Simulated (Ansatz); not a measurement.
# Calculations on SiH$_{4}$BrF

Part 1: Relaxation

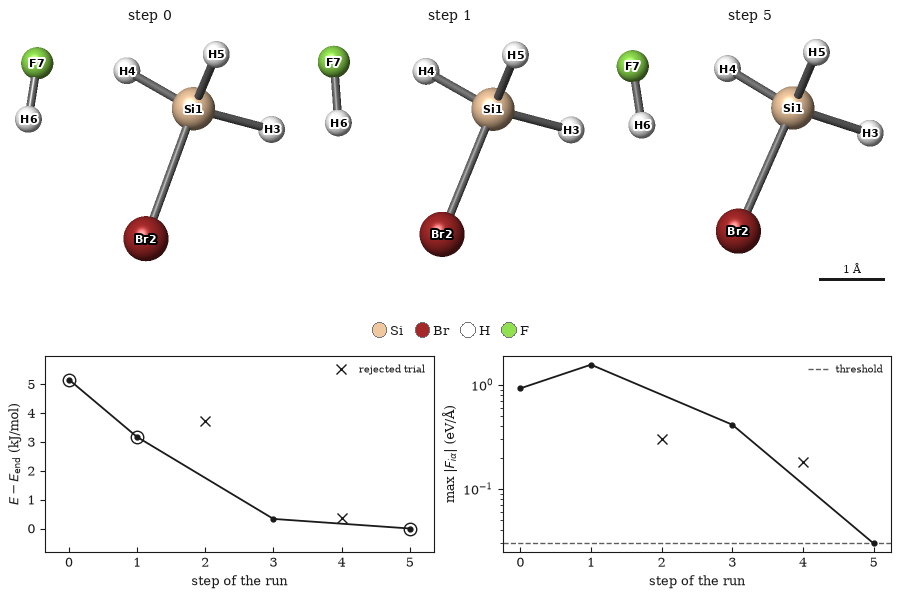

Frames of a relaxation of SiH4BrF, marked on the history of the run. A ball-and-stick model, seen at a tilt.

The run prepares an end point of a later path (reaction) calculation, from a guessed geometry.

All numbers below come from Ansatz, RKS PBE0-D4/def2-SVP.

Input file:
```yaml
crystal:
  periodic: [false, false, false]
  atoms:
    - { symbol: Si, position_ang: [-0.612999, 0.223139, -0.63189] }
    - { symbol: Br, position_ang: [0.175448, -1.923978, -0.4863] }
    - { symbol: H, position_ang: [-1.583754, 0.189855, -1.762797] }
    - { symbol: H, position_ang: [-1.307729, 0.567322, 0.630316] }
    - { symbol: H, position_ang: [0.518525, 1.12377, -0.952828] }
    - { symbol: H, position_ang: [1.504564, -0.531637, 1.553845] }
    - { symbol: F, position_ang: [1.305844, 0.351529, 1.649554] }
basis:
  gaussian: { orbitals: def2-SVP }
hamiltonian:
  xc: pbe0
  dispersion: d4
relax:
  f_tol: 0.03
  max_steps: 50
output:
  orbitals: {}
```

Run as
```bash
ansatz run input.yaml --threads 2 --pin off --max-ram 3072MiB --backend cpu --events-out ev --progress --plain --runs-dir out
```

Q: What happens along the run?

A: The largest move after the best rigid fit is that of H6, 0.26 Å. Largest moves by element: H 0.26 Å, Br 0.18 Å, F 0.10 Å, Si 0.02 Å. Among the contacts that change: Si1–Br2 2.292 → 2.256 Å, H6–F7 0.910 → 0.930 Å. The energy falls by 5.16 kJ/mol in 3 accepted moves (5 points after the start). Largest force component: 0.93 eV/Å at the start, 0.03 eV/Å at the end. The line search rejected the trial steps at points 2, 4 of the run. From step 0 to 1: H6 moves most (0.19 Å), energy −1.99 kJ/mol. From step 1 to 5: Br2 moves most (0.08 Å), energy −3.17 kJ/mol.

```tsv
step	E − E(0), kJ/mol	largest force component, eV/Å	note
0	0.00	0.9254	
1	-1.99	1.5632	
2	-1.42	0.3047	rejected
3	-4.83	0.4140	
4	-4.79	0.1793	rejected
5	-5.16	0.0299
```

Limits of the set-up: the start holds two separate molecules, 2.8 Å apart at their closest, whose relative position is a soft coordinate.

Part 2: Relaxation

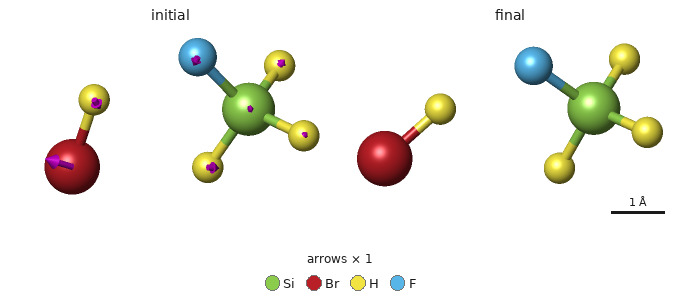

The structure of SiH4BrF before (left) and after (right) a relaxation, at one scale. The purple arrows give the displacements, at their true length.

The picture is a ball-and-stick view, seen at a tilt.

The run prepares an end point of a later path (reaction) calculation, from a guessed geometry.

Computed with Ansatz, RKS PBE0-D4/def2-SVP. Settings: no spin polarisation; force threshold 0.03 eV/Å; at most 50 steps.

**Summarise the run.**

The Br atom moves most after the best rigid fit: 0.66 Å. By element the largest moves are Br 0.66 Å, H 0.28 Å, F 0.21 Å, Si 0.11 Å. Among the contacts that change: Br–H 1.472 → 1.428 Å, F–Si 1.658 → 1.640 Å, H–Si 1.479 → 1.487 Å. Among the angles between lasting bonds that change: H–Si–F 110.6° → 107.7°. The energy falls by 0.137 eV in 6 geometry steps. The largest force component goes from 0.81 to 0.019 eV/Å. The run took 18 s on 2 threads of AMD EPYC 7R43 64-Core Processor (Zen 3), with other jobs on the host, peak memory 0.2 GiB.

Part 3: Path

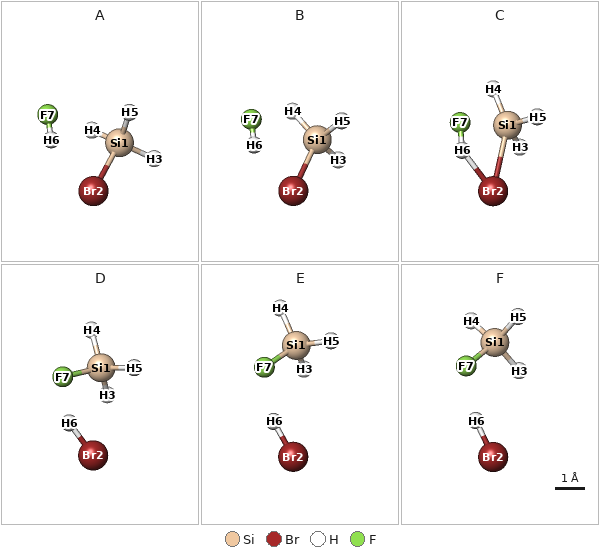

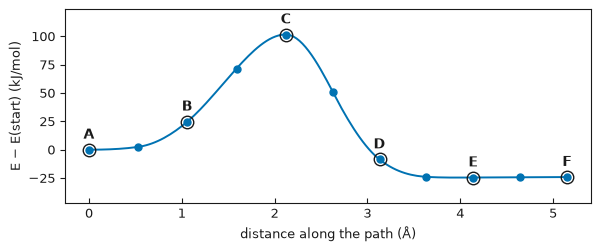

A search for the minimum-energy path of SiH4BrF, made up at the start of SiH₃Br and HF by the nudged elastic band. Images are numbered from 0 (start) to 10 (end). Frames A to F are images 0, 2, 4, 6, 8, 10. Style: ball-and-stick. Shown at a tilt.

Computed with RKS PBE0-D4/def2-SVP in Ansatz. Settings: 9 movable images; climbing image; force threshold 0.03 eV/Å; iteration limit 59; starting path through a guess of the saddle point.

Question: Describe the mechanism and the energy profile.

Answer: Breaking: H6–F7 (0.93 → 1.04 at the top → 1.99 Å), Si1–Br2 (2.26 → 2.61 at the top → 4.26 Å). Forming: Br2–H6 (2.39 → 1.83 at the top → 1.43 Å), Si1–F7 (3.04 → 1.96 at the top → 1.64 Å). The highest point, image 4, lies 101.6 kJ/mol above the start and 125.7 kJ/mol above the end; the end is at −24.1 kJ/mol relative to the start. Image 8 lies below both ends, at −24.5 kJ/mol, which points to an intermediate minimum that so few images don't resolve. The band converged in 17 iterations. The largest component of the band force went from 3.5 to 0.022 eV/Å. The climbing image converged on the top of the path. Its vibrational analysis gives one imaginary mode (346i cm⁻¹), as a transition state must have.

Limits of the set-up: the start holds two separate molecules, 2.4 Å apart at their closest, whose relative position is a soft coordinate.
